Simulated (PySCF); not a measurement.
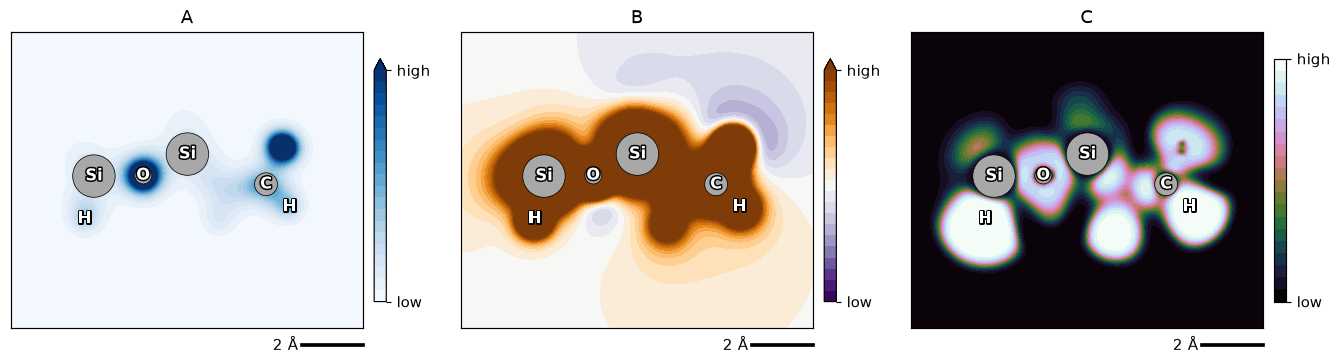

C₃H₁₀F₂OSi₃: 3 fields on the plane of atoms Si5, O7 and Si8, with unlabelled colour scales. Grey discs cover the atomic cores.

Geometry: GFN2-xTB.

The calculation used PBE0/pcSseg-1, SCF density, gas phase, non-relativistic in PySCF.

Question: Which field does each panel show? The fields are: electron density, electron localisation function and electrostatic potential.

Answer: Panel A: electron density. Panel B: electrostatic potential (strongly positive close to the atoms, with negative regions outside electron-rich atoms). Panel C: electron localisation function. From the grid: Si–O (1.61 Å): the density is about 1.2 e/Å³ at the midpoint; the ELF peaks at about 0.85 between the atoms, as expected for a short, strongly polar bond.
